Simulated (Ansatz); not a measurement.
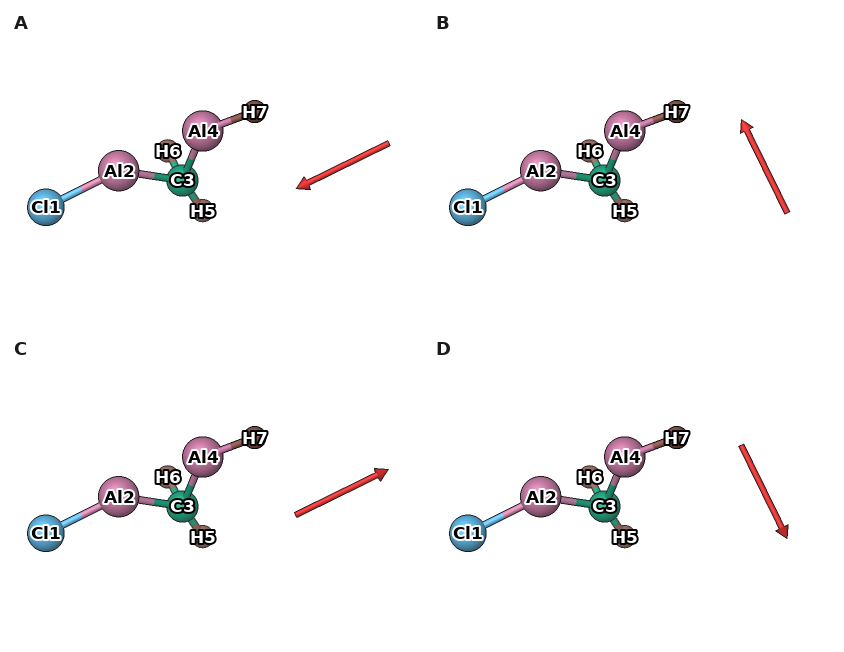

The same molecule four times, each with an arrow. Computed geometry: PBE0-D4/def2-TZVP optimisation. Level of theory: RKS ωB97M-V/def2-TZVPP (Ansatz 0.2.0).

### Which arrow points along the dipole moment, from the negative to the positive end?

C. The dipole moment is 1.76 D; it points from the side of Cl1 to the side of H7 (the outermost atoms at the two ends).
